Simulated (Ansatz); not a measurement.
A series of calculations on BH₄SO₂F

### Relaxation

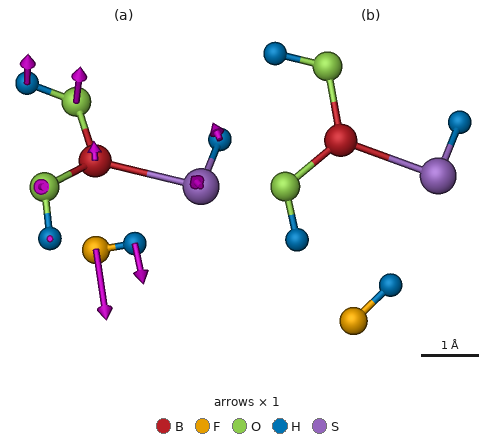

The structure of BH4SO2F (started from a transition state, displaced along its imaginary mode) before (left) and after (right) a relaxation, at one scale. The purple arrows give the displacements, at their true length.

Style: ball-and-stick. Shown at a tilt.

The calculation used RKS PBE0-D4/def2-TZVP (Ansatz). Set-up: force threshold 0.005 eV/Å; at most 200 steps.

What changed between the two?

Answer. The F atom moves most after the best rigid fit: 1.44 Å. Largest moves by element: F 1.44 Å, H 0.84 Å, O 0.83 Å, S 0.41 Å, B 0.37 Å. Near-neighbour distances that change, for instance: B–F 2.040 → 3.264 Å, H–S 1.914 → 2.190 Å, F–H 0.737 → 0.941 Å, B–S 1.931 → 1.851 Å. Bond angles that change, for instance: B–O–H 117.7° → 115.0°, B–S–H 93.7° → 96.0°. Groups turn about B–S by about 20°. Over 28 accepted moves (32 points after the start) the energy falls by 264.2 kJ/mol. The largest force component goes from 17 to 0.0047 eV/Å. The line search rejected the trial steps at points 9, 15, 18, 25 of the run. Cost: 81 s on 4 threads of Intel Xeon Platinum 8259CL @ 2.50GHz (shared host).

### Relaxation

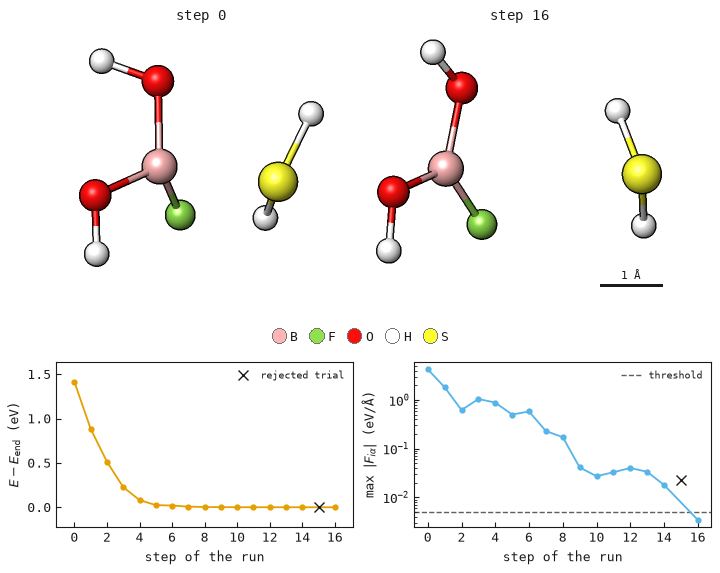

First and last geometry of a relaxation of BH4SO2F (started from a transition state, displaced along its imaginary mode), with the history of the run. The picture is a ball-and-stick view, seen at a tilt.

The calculation used RKS PBE0-D4/def2-TZVP (Ansatz 0.2.0).

The input:
```yaml
crystal:
  periodic: [false, false, false]
  atoms:
    - {symbol: B, position_ang: [-0.225626, 0.163261, 0.309105]}
    - {symbol: F, position_ang: [-0.040446, 1.400710, -0.021056]}
    - {symbol: O, position_ang: [-1.578493, -0.256351, 0.380987]}
    - {symbol: O, position_ang: [0.619884, -0.371840, 1.301421]}
    - {symbol: H, position_ang: [0.636133, 0.697204, -1.311644]}
    - {symbol: S, position_ang: [0.670730, -0.594864, -1.543319]}
    - {symbol: H, position_ang: [-2.118088, 0.191557, -0.265652]}
    - {symbol: H, position_ang: [0.152323, -0.471098, 2.145321]}
    - {symbol: H, position_ang: [1.883583, -0.758679, -0.995264]}
basis:
  gaussian: {orbitals: def2-TZVP}
hamiltonian: {xc: pbe0, dispersion: d4}
relax: {f_tol: 0.005, max_steps: 200}
```

Command:
```bash
ansatz run in.yaml --threads 4 --pin off --events-out ev --progress --plain --max-ram 9574MiB
```

### What do the curves and the structures tell?

It converged. After 15 accepted moves (16 points after the start) the energy has fallen by 1.414 eV. Largest force component: 4.3 eV/Å at the start, 0.0034 eV/Å at the end. The line search rejected the trial step at point 15 of the run. H5 moves most after the best rigid fit: 1.01 Å. By element the largest moves are H 1.01 Å, S 0.76 Å, B 0.57 Å, O 0.34 Å, F 0.31 Å. Near-neighbour distances that change, for instance: B1–S6 2.193 → 3.474 Å, B1–O3 1.418 → 1.357 Å, B1–O4 1.409 → 1.355 Å, B1–F2 1.294 → 1.335 Å. Bond angles that change, for instance: O3–B1–O4 115.1° → 121.5°, F2–B1–O3 115.6° → 121.0°, H5–S6–H9 94.1° → 92.0°.

```tsv
step	E − E(0), eV	largest force component, eV/Å	note
0	0.0000	4.3011	
1	-0.5315	1.8298	
2	-0.9017	0.6248	
3	-1.1879	1.0525	
4	-1.3332	0.8880	
5	-1.3904	0.5031	
6	-1.3951	0.5834	
7	-1.4075	0.2303	
8	-1.4113	0.1729	
9	-1.4132	0.0412	
10	-1.4138	0.0271	
11	-1.4141	0.0328	
12	-1.4143	0.0401	
13	-1.4144	0.0335	
14	-1.4144	0.0180	
15	-1.4144	0.0230	rejected
16	-1.4145	0.0034
```

### Reaction

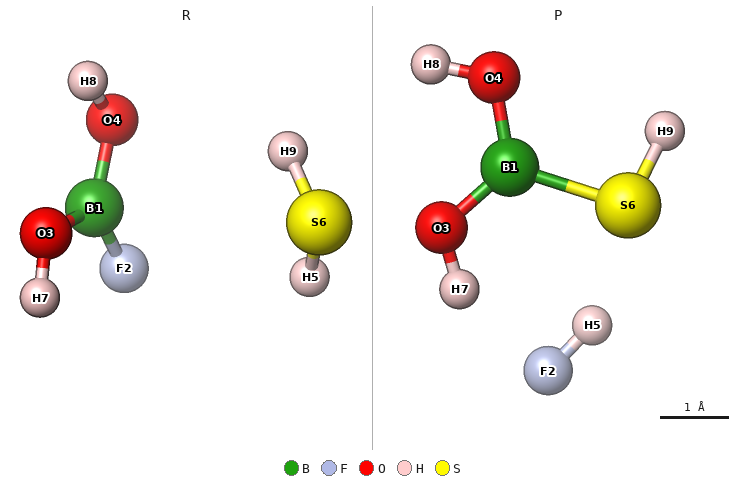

Reactant (R) and product (P) of one elementary step of BH4SO2F. The picture is a ball-and-stick view, seen at a tilt.

Stationary points at PBE0-D4/def2-TZVP, single-point energies with CCSD(T)/CBS, SPW92 (LDA), PBE-QIDH (def2-TZVPP where no basis is named; Ansatz 0.2.0). The energies are electronic, without zero-point or thermal terms, and both ends are the minima reached downhill from the saddle, with any fragments still in contact. CCSD(T)/CBS stands for a frozen-core estimate: MP2 correlation extrapolated from def2-TZVPP and def2-QZVPP, CCSD(T) minus MP2 from the smaller set.

R:
```xyz
9

B    -0.5368    0.3878    0.7323
F    -0.3026    1.5394    0.0995
O    -1.7516   -0.2139    0.6610
O     0.4702   -0.1353    1.4734
H     1.2089    0.5787   -2.1300
S     1.2504   -0.7575   -2.0175
H    -2.3665    0.2404    0.0811
H     0.2141   -0.9556    1.9014
H     1.8139   -0.6841   -0.8013
```

P:
```xyz
9

B    -0.0396   -0.5248    0.4955
F    -0.7517    1.9263   -1.5392
O    -1.2262    0.1090    0.6239
O     0.5419   -1.1544    1.5439
H     0.0262    1.3995   -1.5845
S     0.8236   -0.5914   -1.1406
H    -1.4600    0.6901   -0.1108
H     0.0366   -1.0392    2.3549
H     2.0492   -0.8151   -0.6433
```

What is the transition state like, and how high is the barrier?

Counted by bonded pieces, R holds BH₂O₂F + H₂S and P holds BH₃SO₂ + HF. From R over the saddle to P, bonds form: B1–S6 (3.47 → 2.06 → 1.85 Å), F2–H5 (2.86 → 1.17 → 0.94 Å). Bonds break: B1–F2 (1.33 → 1.67 → 3.26 Å), H5–S6 (1.34 → 1.61 → 2.19 Å). The saddle has one imaginary mode, 925i cm⁻¹. With CCSD(T)/CBS the barrier is 43.9 kcal/mol from R and 28.3 kcal/mol from P, and P lies 15.6 kcal/mol above R.

```csv
level,barrier from R (kcal/mol),barrier from P (kcal/mol),P less R (kcal/mol)
CCSD(T)/CBS,43.9,28.3,15.6
SPW92 (LDA),25.7,16.1,9.6
PBE-QIDH,41.6,26.7,15.0
```

Against CCSD(T)/CBS, PBE-QIDH comes closest on the barrier from R (−2.3 kcal/mol) and SPW92 (LDA) misses most (−18.2 kcal/mol).

Saddle geometry:

```xyz
9

B    -0.2073   -0.0688    0.2739
F     0.0662    1.4957   -0.2270
O    -1.5628   -0.2451    0.3947
O     0.6241   -0.3847    1.3128
H     0.5237    0.9034   -1.1250
S     0.6384   -0.6569   -1.5072
H    -2.0925    0.1817   -0.2796
H     0.1412   -0.4520    2.1406
H     1.8691   -0.7733   -0.9832
```

The saddle point in the same view, with dashed sticks for the bonds that form or break:

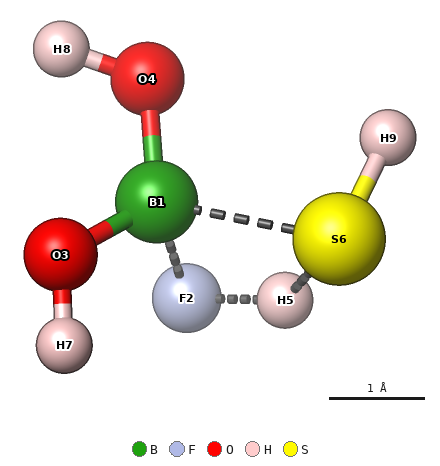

Limits of the set-up: the start holds two separate molecules, 2.7 Å apart at their closest, whose relative position is a soft coordinate.

### Path

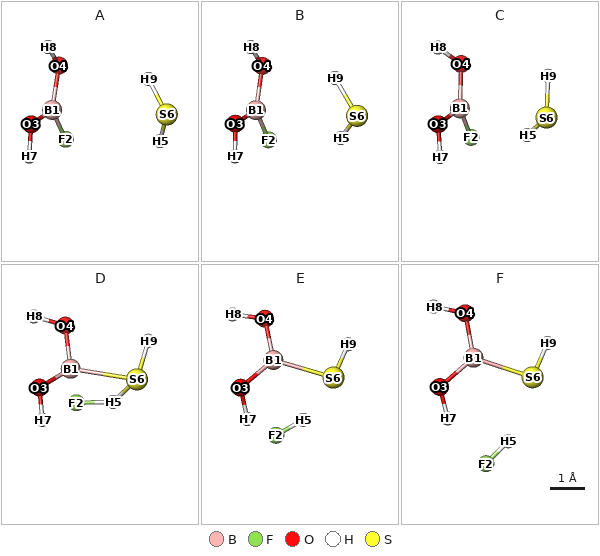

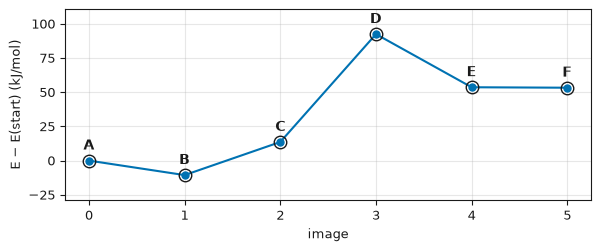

A nudged-elastic-band calculation for BH₄SO₂F, made up at the start of BH2O2F and H₂S. Images are numbered from 0 (start) to 5 (end). Frames A to F are images 0, 1, 2, 3, 4, 5. A ball-and-stick model, seen face on.

Computed with RKS SPW92 (LDA)/def2-SVP in Ansatz.

The input:
```yaml
crystal:
  periodic: [false, false, false]
  atoms:
    - {symbol: B, position_ang: [-0.526103, 0.399771, 0.733652]}
    - {symbol: F, position_ang: [-0.288676, 1.542834, 0.086747]}
    - {symbol: O, position_ang: [-1.746500, -0.192358, 0.680718]}
    - {symbol: O, position_ang: [0.483920, -0.124250, 1.469941]}
    - {symbol: H, position_ang: [1.192103, 0.546784, -2.147874]}
    - {symbol: S, position_ang: [1.223556, -0.788562, -2.022114]}
    - {symbol: H, position_ang: [-2.363492, 0.261178, 0.102342]}
    - {symbol: H, position_ang: [0.225311, -0.937960, 1.908863]}
    - {symbol: H, position_ang: [1.799881, -0.707538, -0.812375]}
basis:
  gaussian: {orbitals: def2-SVP}
hamiltonian: {xc: lda}
neb:
  images: 4
  climbing: true
  max_iterations: 40
  initial_path: idpp
  spring: 10.0
  final_atoms:
    - {symbol: B, position_ang: [-0.100492, -0.563790, 0.441116]}
    - {symbol: F, position_ang: [-0.540341, 2.105709, -1.385240]}
    - {symbol: O, position_ang: [-1.249401, 0.135980, 0.570294]}
    - {symbol: O, position_ang: [0.380465, -1.324872, 1.452594]}
    - {symbol: H, position_ang: [0.203622, 1.532866, -1.441834]}
    - {symbol: S, position_ang: [0.846007, -0.540451, -1.149490]}
    - {symbol: H, position_ang: [-1.404433, 0.796278, -0.116738]}
    - {symbol: H, position_ang: [-0.160652, -1.249408, 2.245036]}
    - {symbol: H, position_ang: [2.025226, -0.892413, -0.615837]}
```

Run as
```bash
ansatz run in.yaml --threads 4 --pin off --events-out ev --progress --plain --max-ram 9574MiB
```

**Read off the barrier and say what moves.**

Relative to the start the highest point is image 3 at +92.5 kJ/mol and the end lies at +53.3 kJ/mol, but the profile dips to −10.6 kJ/mol at image 1 on the way, so an end point isn't at the bottom of its valley along this path. Breaking: B1–F2 (1.33 → 1.66 at the top → 3.26 Å), H5–S6 (1.34 → 1.65 at the top → 2.19 Å). Forming: B1–S6 (3.47 → 2.03 at the top → 1.85 Å), F2–H5 (2.86 → 1.15 at the top → 0.94 Å). The band converged in 20 iterations. The largest component of the band force went from 3.8 to 0.017 eV/Å. The climbing image converged on the top of the path. Its curvatures weren't checked. The largest force component is 0.73 eV/Å at the start and 0.83 eV/Å at the end; an end with forces this large is no minimum, and the barrier measured from it can be far off.

Limits of the set-up: the start holds two separate molecules, 2.7 Å apart at their closest, whose relative position is a soft coordinate and is computed without a dispersion correction.
